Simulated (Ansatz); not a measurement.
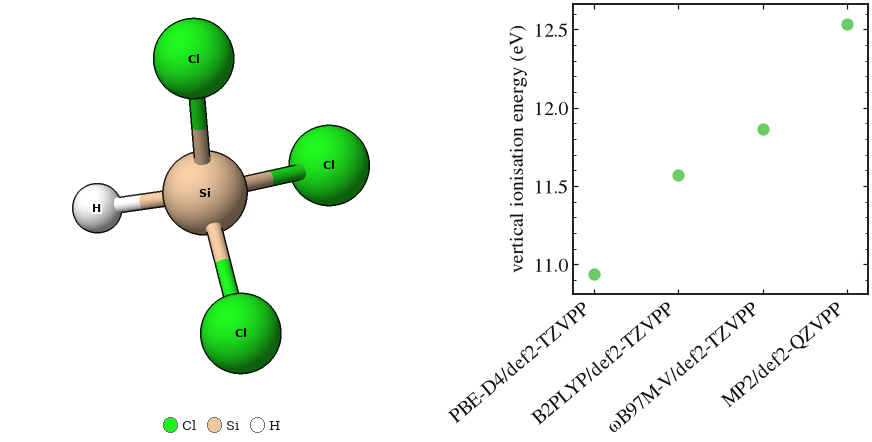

Vertical ionisation energy of SiHCl₃, SMILES Cl[SiH](Cl)Cl, taken as the energy of the cation less that of the neutral at fixed geometry (unrestricted doublet cation, cores frozen in correlated methods, no spin-orbit coupling), the Ansatz code, at a PBE0-D4/def2-TZVP geometry (a minimum by its frequencies).

**What range do the values span?**

From 10.94 eV (PBE-D4/def2-TZVPP) to 12.53 eV (MP2/def2-QZVPP).

**Give the values.**

| level | eV |
| --- | --- |
| PBE-D4/def2-TZVPP | 10.94 |
| B2PLYP/def2-TZVPP | 11.57 |
| ωB97M-V/def2-TZVPP | 11.86 |
| MP2/def2-QZVPP | 12.53 |
